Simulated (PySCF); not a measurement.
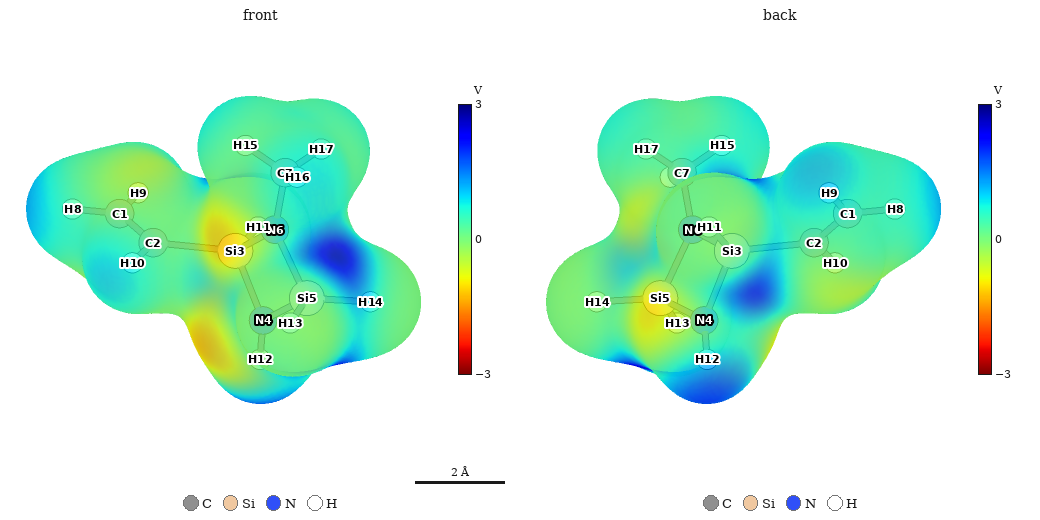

C$_{3}$H$_{10}$N$_{2}$Si$_{2}$. The electrostatic potential painted on the density surface at 0.004 e/bohr³, seen from the front and from behind; red is negative and blue positive.

Geometry: GFN2-xTB.

All numbers below come from PBE0/pcSseg-1, SCF density, gas phase, non-relativistic (PySCF 2.14.0).

```xyz
17

C     3.0417   -0.2492    0.8169
C     1.9553   -0.3427    0.0685
Si    0.2317   -0.6516    0.7445
N    -0.7451   -1.7557   -0.1866
Si   -2.0011   -0.6292   -0.6000
N    -0.9647    0.5072    0.2158
C    -1.1453    1.8931    0.5350
H     4.0238   -0.0624    0.4076
H     2.9974   -0.3591    1.8887
H     2.0535   -0.2263   -1.0044
H     0.2291   -0.9194    2.1855
H    -0.6825   -2.7472   -0.3159
H    -2.1426   -0.3631   -2.0297
H    -3.2799   -0.8907    0.0583
H    -0.1776    2.3946    0.6029
H    -1.7371    2.3831   -0.2401
H    -1.6633    2.0304    1.4926
```

> Where is the surface potential most negative and most positive?

The most negative region (about −1.2 V) lies over N4 and N6, the most positive (about +2.4 V) over Si5.

> How polar is the molecule by this calculation?

Its dipole moment is 0.51 D.
